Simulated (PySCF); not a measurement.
Run report: C5H7Cl2F, NMR shielding calculation

System: C5H7Cl2F.
Method: GIAO PBE0/pcSseg-1 NMR shielding, non-relativistic, gas phase (PySCF 2.14.0).

The geometry comes from this level: GFN2-xTB. It belongs to a series of runs on one base structure; here: H on C replaced by F. Figures and captions count atoms from 1; the log counts them from 0 in places.

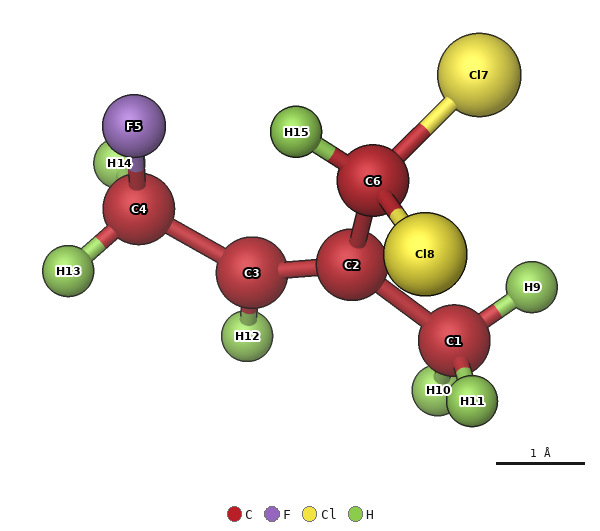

Figure 1. The structure (ball-and-stick view, seen at a tilt; atoms are numbered from 1 in the order of the input).

**Input**
```
{"job": {"kind": "nmr", "xc": "PBE0", "basis": "pcSseg-1"}, "charge": 0, "multiplicity": 1}
C     -1.488529    -0.730774    -0.969100
C     -0.369165    -0.080708    -0.213185
C      0.775085    -0.722652     0.005883
C      2.027276    -0.324309     0.718316
F      2.032261     0.937301     1.254500
C     -0.657799     1.302441     0.276476
Cl    -1.949404     1.237562     1.514083
Cl    -1.196559     2.351123    -1.062342
H     -2.411591    -0.660410    -0.397433
H     -1.270709    -1.775586    -1.167015
H     -1.644585    -0.217747    -1.916515
H      0.869373    -1.729105    -0.382228
H      2.877847    -0.367826     0.025265
H      2.212432    -1.013483     1.552707
H      0.189653     1.802164     0.738677
```

The first line tells a small driver script what to run in PySCF; the rest is the geometry in Å.

Run on 1 CPU thread, shared host.

Launch command:
```bash
OMP_NUM_THREADS=1 python <driver script> task.json out
```

**Output**
```
coarse grid: 14104 points
cycle   1  E = -1214.1321517745  dE =  9.606e-01  |g| = 5.842e-01  |ddm| = 3.556e+00
cycle   2  E = -1214.0748303144  dE =  5.732e-02  |g| = 8.274e-01  |ddm| = 1.174e+00
cycle   3  E = -1214.2029442461  dE = -1.281e-01  |g| = 7.129e-02  |ddm| = 7.135e-01
cycle   4  E = -1214.2038707280  dE = -9.265e-04  |g| = 3.790e-02  |ddm| = 1.136e-01
cycle   5  E = -1214.2042067962  dE = -3.361e-04  |g| = 1.315e-02  |ddm| = 5.187e-02
cycle   6  E = -1214.2042417467  dE = -3.495e-05  |g| = 3.886e-03  |ddm| = 1.321e-02
cycle   7  E = -1214.2042451898  dE = -3.443e-06  |g| = 1.023e-03  |ddm| = 4.228e-03
final grid: 128744 points
cycle   8  E = -1214.2566310223  dE = -4.823e-05  |g| = 7.894e-03  |ddm| = 3.243e-02
cycle   9  E = -1214.2566258435  dE =  5.179e-06  |g| = 8.963e-03  |ddm| = 1.551e-02
cycle  10  E = -1214.2566452333  dE = -1.939e-05  |g| = 1.524e-03  |ddm| = 9.581e-03
cycle  11  E = -1214.2566456295  dE = -3.963e-07  |g| = 3.176e-04  |ddm| = 1.656e-03
cycle  12  E = -1214.2566456499  dE = -2.035e-08  |g| = 7.603e-05  |ddm| = 2.924e-04
cycle  13  E = -1214.2566456508  dE = -9.591e-10  |g| = 4.383e-05  |ddm| = 1.072e-04
cycle  14  E = -1214.2566456513  dE = -4.288e-10  |g| = 9.808e-06  |ddm| = 4.878e-05
```

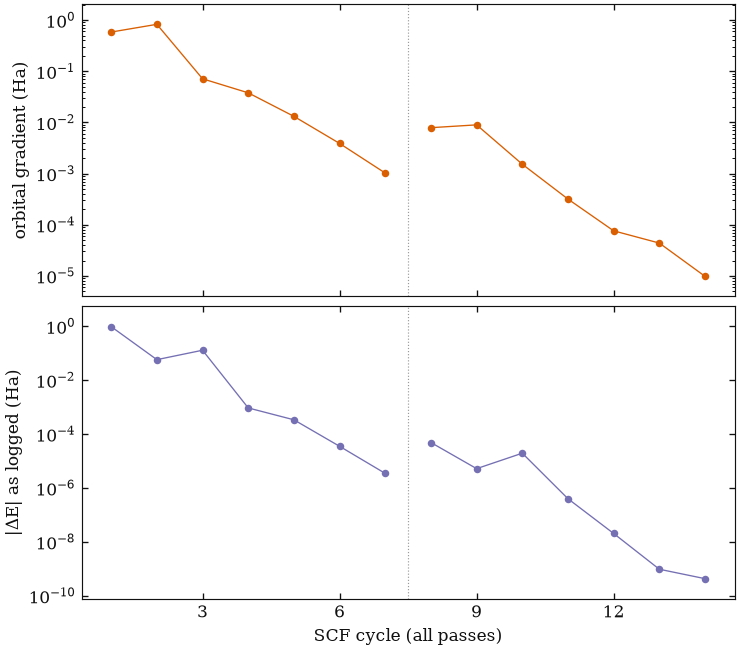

Figure 2. Convergence of the self-consistent field: orbital gradient and size of the energy change against the SCF cycle. The dotted line marks the change from a coarse to the final integration grid. The first 7 cycles use a coarse grid, the final grid takes over at cycle 8, and the field converges after 14 cycles in all.

```
converged SCF energy = -1214.2566456513

GIAO shielding tensors (ppm)
atom      isotropic    diamagn.    paramagn.     s11        s22        s33       span
  0 C      165.669     244.869     -79.200    149.434    161.300    186.273     36.839
  1 C       42.845     258.908    -216.064    -64.787     46.220    147.102    211.889
  2 C       57.364     257.941    -200.577    -31.854     72.903    131.042    162.896
  3 C       98.935     237.462    -138.527     65.346     81.803    149.656     84.311
  4 F      429.666     474.679     -45.013    389.711    429.760    469.525     79.814
  5 C      103.021     240.295    -137.274     70.060    112.931    126.073     56.013
  6 Cl     660.194    1145.986    -485.793    328.952    629.178   1022.451    693.499
  7 Cl     682.648    1145.948    -463.300    384.685    647.149   1016.110    631.425
  8 H       29.089      28.214       0.875     23.832     30.226     33.208      9.376
  9 H       30.299      29.776       0.522     26.054     28.829     36.014      9.960
 10 H       29.013      28.087       0.926     23.611     29.495     33.932     10.321
 11 H       26.593      32.920      -6.327     23.781     26.123     29.875      6.094
 12 H       26.153      26.327      -0.175     21.603     26.150     30.705      9.102
 13 H       26.129      26.308      -0.179     21.630     26.090     30.667      9.037
 14 H       24.111      28.265      -4.154     19.284     21.028     32.020     12.736
```

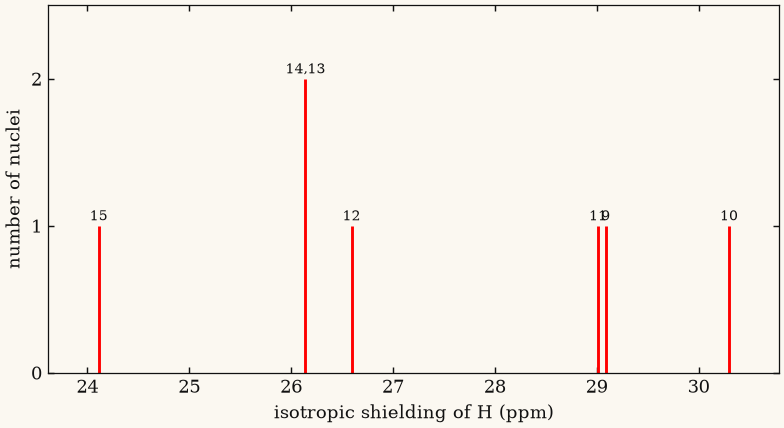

Figure 3. Isotropic shieldings of the hydrogen nuclei in this fixed geometry, labelled by atom number; shielding grows to the right, so chemical shift grows to the left. The least shielded is H15 (24.1 ppm), the most shielded H10 (30.3 ppm).

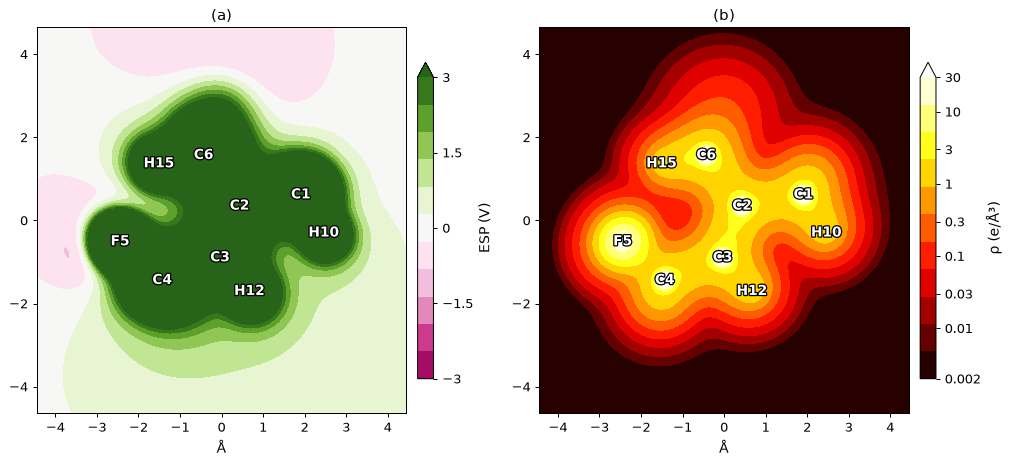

Figure 4. (a) molecular electrostatic potential; (b) electron density on the plane of atoms C2, C3 and C4. Atoms in the plane: C, F and H. C–C (1.33 Å): ρ at the midpoint is about 2.3 e/Å³. C–F (1.37 Å): ρ at the midpoint is about 2.1 e/Å³, with its minimum of 1.7 e/Å³ about 0.5 Å from C.

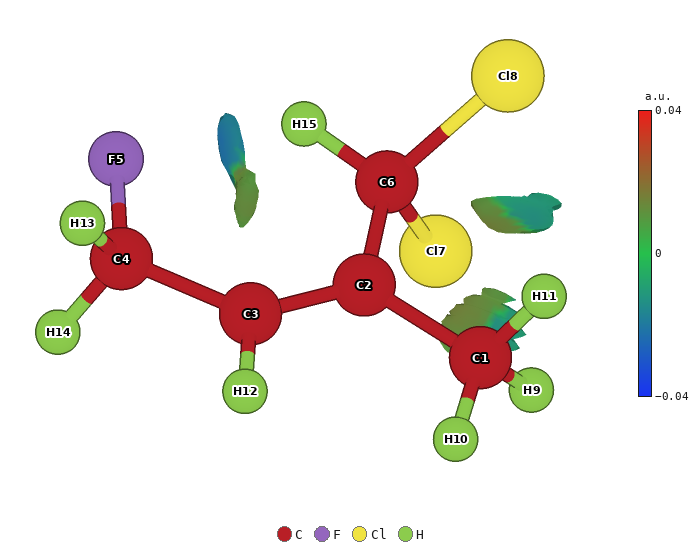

Figure 5. Non-covalent interaction (NCI) plot: the surface where the reduced density gradient is 0.5, for densities under 0.05 a.u., coloured by sign(λ₂)ρ; seen at an oblique angle.

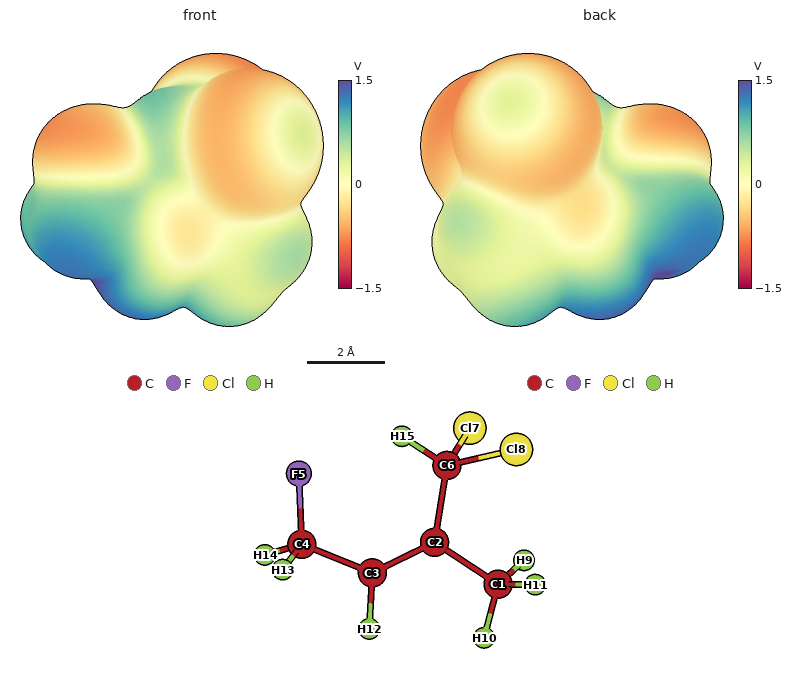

Figure 6. The molecular electrostatic potential painted on the density surface at 0.002 e/bohr³, seen at a tilt and from behind; red is negative and blue positive. The bare structure is drawn below in the same view.

**Results in brief**

| quantity | value |
| --- | --- |
| outcome | converged |
| total energy | −1214.256646 hartree |
| HOMO | −7.72 eV |
| LUMO | −0.64 eV |
| dipole moment | 3.61 D |
| isotropic shielding, C | 42.8 to 165.7 ppm |
| isotropic shielding, F | 429.7 ppm |
| isotropic shielding, Cl | 660.2 to 682.6 ppm |
| isotropic shielding, H | 24.1 to 30.3 ppm |
| wall time | 95 s |
| peak memory | 0.79 GiB |
